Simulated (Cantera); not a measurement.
A closed system holds: 1 mol FeS2, 1.1 mol H2S, 0.085 mol CO2, held at 1400 Pa.

Method: chemical equilibrium by Gibbs-energy minimisation in Cantera with the NASA 1993 tables (ideal gas, pure condensed phases). Candidate condensed phases: C, C6H6, C7H8, C8H18, Fe, Fe(CO)5, FeO, Fe(OH)2, Fe(OH)3, FeS, FeSO4, FeS2, Fe2O3, Fe2(SO4)3, Fe3O4, H2O, H2SO4, S; 127 gas species. FeS: taken at fixed stoichiometry. Gases not in the tables: S3 to S7. Equilibrium is a limit: real reactors are often held back by kinetics, nucleation or transport.

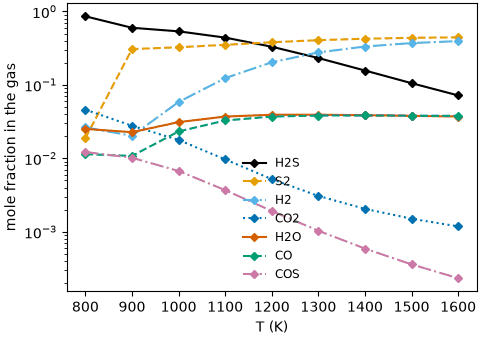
*Equilibrium gas composition (values under 1e-9 drawn at 1e-9)*

At 800 K the condensed part is FeS2(s). From 900 K to 1400 K the condensed part is FeS(s). From 1500 K to 1600 K the condensed part is FeS(l).
